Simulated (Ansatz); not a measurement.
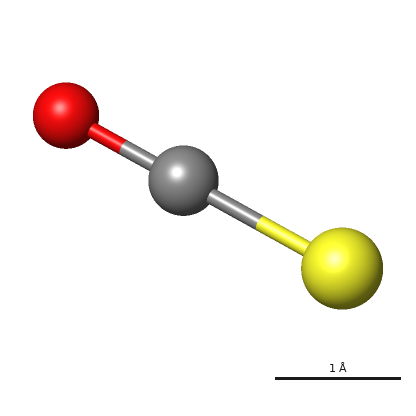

Colours: oxygen red, carbon grey, sulfur yellow.

What does the picture show?

The molecule is COS. This geometry has C∞v symmetry. All atoms lie on one line. Coordination: 1 C linear.

The parts below concern this one geometry. Atoms keep their numbers from picture to picture. The geometry was computed by an optimisation with PBE0-D4/def2-TZVP. No frequency run is at hand to confirm it as a minimum.

Dipole moment

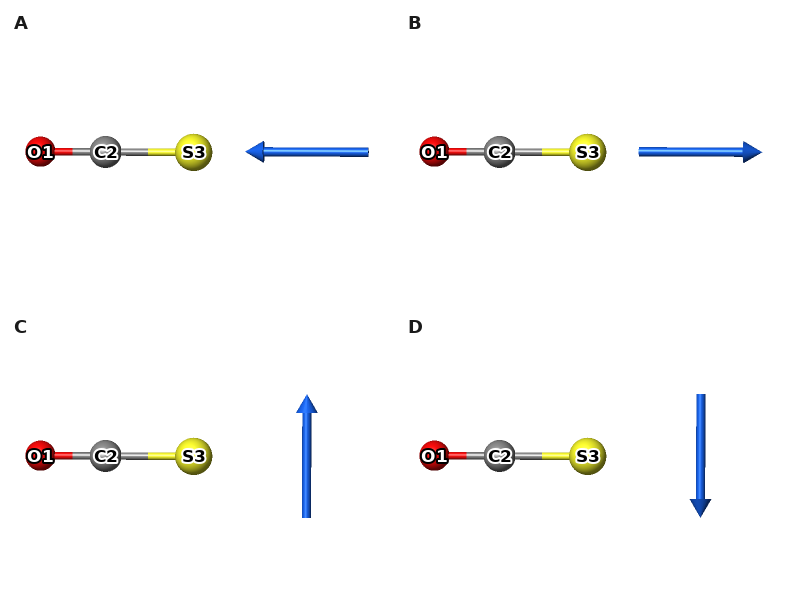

The same molecule four times, each with an arrow. No frequency run is at hand to confirm it as a minimum. Properties computed with RKS PBE0-D4/def2-TZVP (Ansatz 0.2.0).

Which arrow points along the dipole moment, from the negative to the positive end?

B. The dipole moment is 0.70 D; it points from the side of O1 to the side of S3 (the outermost atoms at the two ends).

Electronic properties

No frequency run is at hand to confirm it as a minimum. Method: RKS PBE0-D4/def2-TZVPPD (Ansatz 0.2.0).

What is the LUMO energy (Kohn–Sham orbital)?

−0.93 eV.

Give the HOMO energy (Kohn–Sham orbital) at this level.

−8.69 eV.

Charges

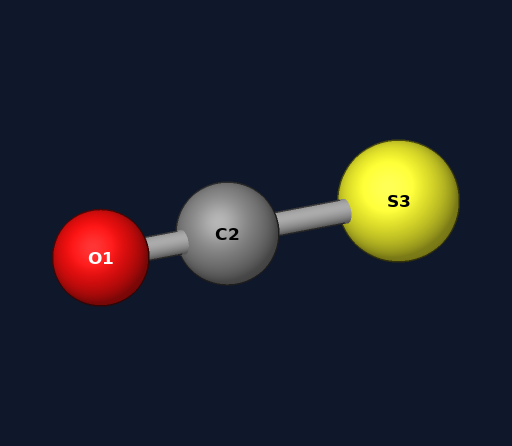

The questions are on Mulliken charges. No frequency run is at hand to confirm it as a minimum. Properties computed with RKS PBE0-D4/def2-TZVP (Ansatz 0.2.0).

Give the Mulliken charges atom by atom.

| atom | value (e) |
| --- | --- |
| O1 | −0.13 |
| C2 | 0.25 |
| S3 | −0.12 |

Mulliken values depend strongly on the basis set and can even reverse the polarity of a bond.
